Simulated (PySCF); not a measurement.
Geometry relaxation, with input and output: Si₂H₂OF₂ (part 2 of 5)

Si₂H₂OF₂, SMILES F[Si]1(F)O[SiH2]1; BLYP/3-21G, RKS (PySCF 2.14.0). The geometry comes from this level: PBE0-D4/def2-TZVP.

Geometry of the input (Å):
```
F  0.4242  -1.6121  1.6938
Si 0.0379  -1.0260  0.2801
F  -0.1942  -2.2880  -0.6391
O  1.1035  0.0779  -0.3221
Si -0.3048  1.0586  -0.2328
H  -0.2023  2.1888  0.7200
H  -0.8028  1.5328  -1.5455
```

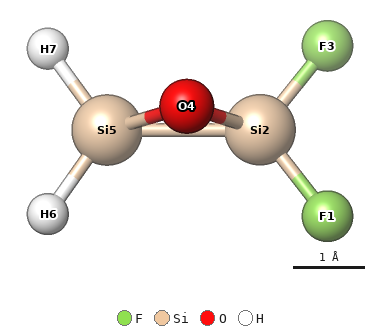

Figure 1. The input geometry (ball-and-stick view, seen at a tilt; atoms are numbered from 1 in the order of the input).

**The program's output, continued**
```
Geometry optimization cycle 11
Cartesian coordinates (Angstrom)
 Atom        New coordinates             dX        dY        dZ
   F   0.357638  -1.680759   1.738760    0.000178  0.000322  0.000393
  Si   0.000514  -1.019270   0.268066   -0.000188 -0.000148  0.000108
   F  -0.271451  -2.342560  -0.682136   -0.000007 -0.000280  0.000009
   O   1.183960   0.079801  -0.341546    0.000189 -0.000120 -0.000167
  Si  -0.301547   1.146680  -0.245706   -0.000036 -0.000098 -0.000348
   H  -0.220105   2.251440   0.763855   -0.000101 -0.000458  0.000080
   H  -0.836394   1.599810  -1.570691    0.000066  0.000730 -0.000052
converged SCF energy = -850.580390028465
--------------- RKS_Scanner gradients ---------------
         x                y                z
0 F    -0.0000758349    -0.0000144243    -0.0000164061
1 Si     0.0004674795     0.0001077248    -0.0002259381
2 F    -0.0000340247    -0.0000160015     0.0000707288
3 O    -0.0003032716    -0.0000834891     0.0000712527
4 Si    -0.0000588063     0.0000388994     0.0001993743
5 H     0.0000646328     0.0000000913    -0.0000327623
6 H     0.0000098470    -0.0001376867    -0.0000613476
----------------------------------------------
cycle 11: E = -850.580390028  dE = -8.92587e-07  norm(grad) = 0.000686036
Step   10 : Displace = 4.477e-04/7.556e-04 (rms/max) Trust = 4.239e-04 (-) Grad = 2.581e-04/5.189e-04 (rms/max) E (change) = -850.5803900285 (-8.926e-07) Quality = 1.114
Hessian Eigenvalues: 6.57064e-03 2.44430e-02 3.55442e-02 ... 3.45478e-01 5.50426e-01 5.56330e-01

Geometry optimization cycle 12
Cartesian coordinates (Angstrom)
 Atom        New coordinates             dX        dY        dZ
   F   0.357811  -1.680381   1.739099    0.000173  0.000379  0.000339
  Si   0.000202  -1.019383   0.268201   -0.000312 -0.000113  0.000135
   F  -0.271463  -2.342874  -0.681936   -0.000012 -0.000314  0.000200
   O   1.184143   0.079603  -0.341755    0.000182 -0.000198 -0.000208
  Si  -0.301549   1.146545  -0.246200   -0.000002 -0.000135 -0.000494
   H  -0.220229   2.250770   0.764001   -0.000124 -0.000671  0.000147
   H  -0.836259   1.600843  -1.570802    0.000135  0.001033 -0.000111
converged SCF energy = -850.580390807928
--------------- RKS_Scanner gradients ---------------
         x                y                z
0 F    -0.0000433467    -0.0000164849     0.0000363886
1 Si     0.0003053012     0.0000361780    -0.0001609636
2 F    -0.0000297510    -0.0000446910     0.0000281383
3 O    -0.0001034201    -0.0000282871     0.0000208831
4 Si    -0.0001384411     0.0000530912     0.0001500642
5 H     0.0000712771     0.0000023439    -0.0000297700
6 H     0.0000091943    -0.0001056686    -0.0000399557
----------------------------------------------
cycle 12: E = -850.580390808  dE = -7.79462e-07  norm(grad) = 0.000450367
Step   11 : Displace = 5.959e-04/1.041e-03 (rms/max) Trust = 5.995e-04 (+) Grad = 1.667e-04/3.345e-04 (rms/max) E (change) = -850.5803908079 (-7.795e-07) Quality = 0.968
Hessian Eigenvalues: 6.57778e-03 2.29826e-02 3.50130e-02 ... 3.47636e-01 5.56229e-01 5.60201e-01

Geometry optimization cycle 13
Cartesian coordinates (Angstrom)
 Atom        New coordinates             dX        dY        dZ
   F   0.358129  -1.679919   1.739410    0.000318  0.000462  0.000311
  Si  -0.000234  -1.019457   0.268413   -0.000436 -0.000074  0.000212
   F  -0.271461  -2.343275  -0.681437    0.000001 -0.000402  0.000499
   O   1.184099   0.079249  -0.342043   -0.000043 -0.000354 -0.000288
  Si  -0.301442   1.146402  -0.246918    0.000107 -0.000143 -0.000718
   H  -0.220455   2.249824   0.764243   -0.000226 -0.000945  0.000241
   H  -0.835891   1.602322  -1.571042    0.000367  0.001479 -0.000239
converged SCF energy = -850.580391493764
--------------- RKS_Scanner gradients ---------------
         x                y                z
0 F    -0.0000152680    -0.0000120862     0.0000473197
1 Si     0.0001852445    -0.0000087147    -0.0001011871
2 F    -0.0000112940    -0.0000504249     0.0000147118
3 O     0.0000061528    -0.0000056342    -0.0000006462
4 Si    -0.0001679503     0.0000360670     0.0000862865
5 H     0.0000711272     0.0000022332    -0.0000226152
6 H     0.0000036270    -0.0000627587    -0.0000190953
----------------------------------------------
cycle 13: E = -850.580391494  dE = -6.85837e-07  norm(grad) = 0.00031153
Step   12 : Displace = 8.533e-04/1.509e-03 (rms/max) Trust = 8.479e-04 (+) Grad = 1.109e-04/1.970e-04 (rms/max) E (change) = -850.5803914938 (-6.858e-07) Quality = 0.965
Hessian Eigenvalues: 6.58492e-03 1.90989e-02 3.40703e-02 ... 3.49605e-01 5.56252e-01 5.58424e-01

Geometry optimization cycle 14
Cartesian coordinates (Angstrom)
 Atom        New coordinates             dX        dY        dZ
   F   0.358729  -1.679319   1.739756    0.000600  0.000600  0.000346
  Si  -0.000858  -1.019462   0.268775   -0.000624 -0.000005  0.000362
   F  -0.271713  -2.343694  -0.680608   -0.000252 -0.000418  0.000829
   O   1.183900   0.078646  -0.342470   -0.000199 -0.000603 -0.000427
  Si  -0.301075   1.146270  -0.247911    0.000366 -0.000132 -0.000993
   H  -0.220947   2.248520   0.764649   -0.000492 -0.001305  0.000406
   H  -0.835050   1.604166  -1.571516    0.000841  0.001844 -0.000474
converged SCF energy = -850.580392046632
--------------- RKS_Scanner gradients ---------------
         x                y                z
0 F     0.0000157145    -0.0000014719     0.0000325854
1 Si     0.0000896153    -0.0000237407    -0.0000384063
2 F     0.0000168221    -0.0000418031     0.0000142885
3 O     0.0000430752    -0.0000138518    -0.0000065511
4 Si    -0.0001456030     0.0000018783     0.0000101398
5 H     0.0000559078    -0.0000039985    -0.0000093942
6 H    -0.0000034187    -0.0000151945     0.0000019563
----------------------------------------------
cycle 14: E = -850.580392047  dE = -5.52867e-07  norm(grad) = 0.000201217
Step   13 : Displace = 1.196e-03/1.975e-03 (rms/max) Trust = 1.199e-03 (+) Grad = 6.365e-05/1.203e-04 (rms/max) E (change) = -850.5803920466 (-5.529e-07) Quality = 0.950
Hessian Eigenvalues: 6.59559e-03 1.49343e-02 3.38496e-02 ... 3.49752e-01 5.55957e-01 5.56321e-01

Geometry optimization cycle 15
Cartesian coordinates (Angstrom)
 Atom        New coordinates             dX        dY        dZ
   F   0.359182  -1.678967   1.739936    0.000453  0.000352  0.000181
  Si  -0.001495  -1.019348   0.269116   -0.000637  0.000113  0.000341
   F  -0.272541  -2.343757  -0.679961   -0.000828 -0.000064  0.000647
   O   1.183750   0.078066  -0.342755   -0.000150 -0.000581 -0.000285
  Si  -0.300524   1.146291  -0.248630    0.000551  0.000021 -0.000719
   H  -0.221484   2.247646   0.765003   -0.000537 -0.000874  0.000354
   H  -0.833934   1.605320  -1.572040    0.001116  0.001154 -0.000524
converged SCF energy = -850.580392235458
--------------- RKS_Scanner gradients ---------------
         x                y                z
0 F     0.0000395214     0.0000067480     0.0000137966
1 Si     0.0000345924    -0.0000161519     0.0000024951
2 F     0.0000335986    -0.0000310419     0.0000171023
3 O     0.0000350142    -0.0000304114    -0.0000122558
4 Si    -0.0000965058    -0.0000180653    -0.0000315766
5 H     0.0000294876    -0.0000128367     0.0000020426
6 H    -0.0000042356     0.0000056671     0.0000125435
----------------------------------------------
cycle 15: E = -850.580392235  dE = -1.88827e-07  norm(grad) = 0.00014082
Step   14 : Displace = 9.433e-04/1.469e-03 (rms/max) Trust = 1.696e-03 (+) Grad = 3.543e-05/6.998e-05 (rms/max) E (change) = -850.5803922355 (-1.888e-07) Quality = 0.979
Hessian Eigenvalues: 6.53226e-03 1.13869e-02 3.38264e-02 ... 3.51220e-01 5.55625e-01 5.56281e-01

Geometry optimization cycle 16
Cartesian coordinates (Angstrom)
 Atom        New coordinates             dX        dY        dZ
   F   0.358873  -1.679041   1.739845   -0.000309 -0.000075 -0.000091
  Si  -0.002061  -1.019175   0.269198   -0.000565  0.000173  0.000082
   F  -0.273645  -2.343430  -0.679940   -0.001104  0.000328  0.000021
   O   1.183625   0.077804  -0.342697   -0.000125 -0.000261  0.000058
  Si  -0.300160   1.146519  -0.248756    0.000364  0.000228 -0.000125
   H  -0.221582   2.247670   0.765122   -0.000098  0.000024  0.000119
   H  -0.833108   1.605677  -1.572297    0.000826  0.000357 -0.000257
converged SCF energy = -850.580392323165
--------------- RKS_Scanner gradients ---------------
         x                y                z
0 F     0.0000478562     0.0000069925     0.0000070843
1 Si     0.0000228623    -0.0000085321     0.0000094582
2 F     0.0000329646    -0.0000277097     0.0000183592
3 O     0.0000170992    -0.0000300620    -0.0000174556
4 Si    -0.0000645165    -0.0000223647    -0.0000286675
5 H     0.0000140027    -0.0000156318     0.0000039805
6 H     0.0000001351     0.0000011189     0.0000108218
----------------------------------------------
cycle 16: E = -850.580392323  dE = -8.77069e-08  norm(grad) = 0.00011325
Step   15 : Displace = 3.648e-04/5.318e-04 (rms/max) Trust = 2.398e-03 (+) Grad = 2.162e-05/3.894e-05 (rms/max) E (change) = -850.5803923232 (-8.771e-08) Quality = 1.858
Hessian Eigenvalues: 4.68692e-03 1.19366e-02 3.37025e-02 ... 3.46670e-01 5.55927e-01 5.56273e-01

Geometry optimization cycle 17
Cartesian coordinates (Angstrom)
 Atom        New coordinates             dX        dY        dZ
   F   0.357356  -1.679371   1.739498   -0.001517 -0.000330 -0.000347
  Si  -0.003356  -1.018776   0.269119   -0.001295  0.000399 -0.000079
   F  -0.276065  -2.342546  -0.680376   -0.002420  0.000884 -0.000436
   O   1.183284   0.077458  -0.342366   -0.000341 -0.000347  0.000330
  Si  -0.299637   1.147168  -0.248723    0.000523  0.000649  0.000032
   H  -0.221287   2.248198   0.765281    0.000295  0.000528  0.000159
   H  -0.831698   1.606415  -1.572590    0.001409  0.000738 -0.000293
converged SCF energy = -850.580392476156
--------------- RKS_Scanner gradients ---------------
         x                y                z
0 F     0.0000557247     0.0000036941     0.0000041102
1 Si     0.0000162843    -0.0000048025     0.0000086303
2 F     0.0000247217    -0.0000265300     0.0000183717
3 O    -0.0000071375    -0.0000161512    -0.0000243043
4 Si    -0.0000274274    -0.0000241920    -0.0000111625
5 H    -0.0000018307    -0.0000170090     0.0000029305
6 H     0.0000081051    -0.0000127851     0.0000038650
----------------------------------------------
cycle 17: E = -850.580392476  dE = -1.52991e-07  norm(grad) = 8.9783e-05
Step   16 : Displace = 4.538e-04/6.118e-04 (rms/max) Trust = 3.392e-03 (+) Grad = 8.684e-06/1.224e-05 (rms/max) E (change) = -850.5803924762 (-1.530e-07) Quality = 3.003
Hessian Eigenvalues: 2.84011e-03 1.48944e-02 3.20704e-02 ... 3.44066e-01 5.55953e-01 5.56270e-01

Geometry optimization cycle 18
Cartesian coordinates (Angstrom)
 Atom        New coordinates             dX        dY        dZ
   F   0.355097  -1.679693   1.739084   -0.002259 -0.000322 -0.000414
  Si  -0.004864  -1.018331   0.268861   -0.001508  0.000445 -0.000259
   F  -0.278573  -2.341575  -0.681085   -0.002508  0.000971 -0.000709
   O   1.182829   0.077158  -0.341967   -0.000455 -0.000299  0.000399
  Si  -0.299268   1.147953  -0.248629    0.000368  0.000785  0.000094
   H  -0.220611   2.248865   0.765471    0.000677  0.000668  0.000190
   H  -0.830473   1.607534  -1.572733    0.001225  0.001119 -0.000143
converged SCF energy = -850.580392635139
--------------- RKS_Scanner gradients ---------------
         x                y                z
0 F     0.0000587722    -0.0000001531     0.0000058882
1 Si     0.0000144095    -0.0000093229     0.0000052125
2 F     0.0000171702    -0.0000279836     0.0000171148
3 O    -0.0000140665    -0.0000023003    -0.0000264720
4 Si    -0.0000148348    -0.0000237561     0.0000000029
5 H    -0.0000058940    -0.0000156991     0.0000017932
6 H     0.0000113514    -0.0000208144    -0.0000021609
----------------------------------------------
cycle 18: E = -850.580392635  dE = -1.58983e-07  norm(grad) = 8.78689e-05
Step   17 : Displace = 2.404e-04/3.293e-04 (rms/max) Trust = 4.796e-03 (+) Grad = 1.194e-05/1.850e-05 (rms/max) E (change) = -850.5803926351 (-1.590e-07) Quality = 6.476
Hessian Eigenvalues: 9.60749e-04 1.41138e-02 3.02537e-02 ... 3.51251e-01 5.56265e-01 5.57469e-01

Geometry optimization cycle 19
Cartesian coordinates (Angstrom)
 Atom        New coordinates             dX        dY        dZ
   F   0.348316  -1.680387   1.737968   -0.006782 -0.000694 -0.001116
  Si  -0.009167  -1.017077   0.268010   -0.004302  0.001255 -0.000851
   F  -0.285301  -2.338960  -0.683136   -0.006728  0.002615 -0.002051
   O   1.181461   0.076309  -0.340948   -0.001369 -0.000849  0.001020
  Si  -0.298406   1.150166  -0.248445    0.000862  0.002213  0.000185
   H  -0.218454   2.250574   0.766087    0.002156  0.001709  0.000616
   H  -0.827336   1.611143  -1.572989    0.003138  0.003609 -0.000257
converged SCF energy = -850.58039306085
--------------- RKS_Scanner gradients ---------------
         x                y                z
0 F     0.0000628480    -0.0000079645     0.0000102458
1 Si     0.0000124793    -0.0000222268     0.0000000525
2 F     0.0000032577    -0.0000315785     0.0000133381
3 O    -0.0000194843     0.0000225319    -0.0000262560
4 Si    -0.0000036175    -0.0000206209     0.0000127523
5 H    -0.0000072221    -0.0000141971    -0.0000007948
6 H     0.0000149334    -0.0000322014    -0.0000107298
----------------------------------------------
cycle 19: E = -850.580393061  dE = -4.25712e-07  norm(grad) = 9.87968e-05
Step   18 : Displace = 3.595e-04/4.852e-04 (rms/max) Trust = 6.783e-03 (+) Grad = 2.324e-05/3.495e-05 (rms/max) E (change) = -850.5803930609 (-4.257e-07) Quality = 7.833
Hessian Eigenvalues: 3.96003e-04 1.32310e-02 3.02518e-02 ... 3.64375e-01 5.56265e-01 5.59992e-01

Geometry optimization cycle 20
Cartesian coordinates (Angstrom)
 Atom        New coordinates             dX        dY        dZ
   F   0.335330  -1.681340   1.735985   -0.012986 -0.000952 -0.001983
  Si  -0.017229  -1.014719   0.266332   -0.008062  0.002358 -0.001677
   F  -0.297436  -2.334242  -0.686897   -0.012135  0.004717 -0.003761
   O   1.178818   0.074642  -0.339252   -0.002643 -0.001667  0.001696
  Si  -0.296919   1.154247  -0.248245    0.001487  0.004081  0.000200
   H  -0.214260   2.253461   0.767349    0.004194  0.002887  0.001262
   H  -0.821743   1.618330  -1.573352    0.005593  0.007187 -0.000363
converged SCF energy = -850.580393819834
--------------- RKS_Scanner gradients ---------------
         x                y                z
0 F     0.0000656028    -0.0000181385     0.0000140310
1 Si     0.0000112855    -0.0000383243    -0.0000040596
2 F    -0.0000119156    -0.0000342358     0.0000079918
3 O    -0.0000195882     0.0000445819    -0.0000214890
4 Si    -0.0000014646    -0.0000158501     0.0000171928
5 H    -0.0000037782    -0.0000140734    -0.0000028965
6 H     0.0000159237    -0.0000411050    -0.0000173092
----------------------------------------------
cycle 20: E = -850.58039382  dE = -7.58983e-07  norm(grad) = 0.0001169
Step   19 : Displace = 3.157e-04/4.075e-04 (rms/max) Trust = 9.593e-03 (+) Grad = 3.334e-05/5.629e-05 (rms/max) E (change) = -850.5803938198 (-7.590e-07) Quality = 9.201
Hessian Eigenvalues: 2.03919e-04 1.26465e-02 3.02078e-02 ... 3.65934e-01 5.56262e-01 5.59653e-01

Geometry optimization cycle 21
Cartesian coordinates (Angstrom)
 Atom        New coordinates             dX        dY        dZ
   F   0.314832  -1.682313   1.733056   -0.020498 -0.000973 -0.002928
  Si  -0.029770  -1.011012   0.263661   -0.012541  0.003707 -0.002671
   F  -0.315784  -2.327107  -0.692561   -0.018348  0.007135 -0.005665
   O   1.174607   0.071902  -0.336911   -0.004211 -0.002741  0.002340
  Si  -0.294685   1.160481  -0.248111    0.002234  0.006234  0.000133
   H  -0.207611   2.257568   0.769401    0.006649  0.004107  0.002052
   H  -0.813264   1.629870  -1.573816    0.008479  0.011540 -0.000464
converged SCF energy = -850.580394937622
--------------- RKS_Scanner gradients ---------------
         x                y                z
0 F     0.0000625443    -0.0000274474     0.0000107376
1 Si     0.0000135316    -0.0000487734    -0.0000025027
2 F    -0.0000226809    -0.0000323173     0.0000022810
3 O    -0.0000137485     0.0000472799    -0.0000121995
4 Si    -0.0000122239    -0.0000127987     0.0000083351
5 H     0.0000039984    -0.0000164784    -0.0000032680
6 H     0.0000119787    -0.0000417493    -0.0000180876
----------------------------------------------
cycle 21: E = -850.580394938  dE = -1.11779e-06  norm(grad) = 0.000119919
Step   20 : Displace = 1.372e-04/2.069e-04 (rms/max) Trust = 1.357e-02 (+) Grad = 3.367e-05/6.125e-05 (rms/max) E (change) = -850.5803949376 (-1.118e-06) Quality = 9.690
Hessian Eigenvalues: 1.66254e-04 1.22183e-02 3.01010e-02 ... 3.53998e-01 5.55748e-01 5.56298e-01

Geometry optimization cycle 22
Cartesian coordinates (Angstrom)
 Atom        New coordinates             dX        dY        dZ
   F   0.299605  -1.682459   1.731164   -0.015226 -0.000146 -0.001892
  Si  -0.038905  -1.008276   0.261700   -0.009134  0.002736 -0.001961
   F  -0.328650  -2.322178  -0.696385   -0.012866  0.004929 -0.003823
   O   1.171466   0.069723  -0.335523   -0.003141 -0.002179  0.001388
  Si  -0.293087   1.164908  -0.248218    0.001598  0.004427 -0.000107
   H  -0.202648   2.260255   0.770877    0.004963  0.002687  0.001476
   H  -0.807246   1.638527  -1.574129    0.006018  0.008656 -0.000313
converged SCF energy = -850.58039571313
--------------- RKS_Scanner gradients ---------------
         x                y                z
0 F     0.0000533993    -0.0000276682     0.0000005350
1 Si     0.0000188037    -0.0000399355     0.0000051527
2 F    -0.0000171578    -0.0000268912     0.0000013319
3 O    -0.0000070854     0.0000197248    -0.0000076468
4 Si    -0.0000286573    -0.0000159155    -0.0000077933
5 H     0.0000094489    -0.0000203516    -0.0000016950
6 H     0.0000050507    -0.0000307948    -0.0000098542
----------------------------------------------
cycle 22: E = -850.580395713  dE = -7.75508e-07  norm(grad) = 9.91054e-05
Step   21 : Displace = 3.425e-04/4.540e-04 (rms/max) Trust = 1.919e-02 (+) Grad = 2.071e-05/3.735e-05 (rms/max) E (change) = -850.5803957131 (-7.755e-07) Quality = 9.183
Hessian Eigenvalues: 1.80908e-04 1.17571e-02 2.86534e-02 ... 3.42852e-01 5.52673e-01 5.56268e-01
```
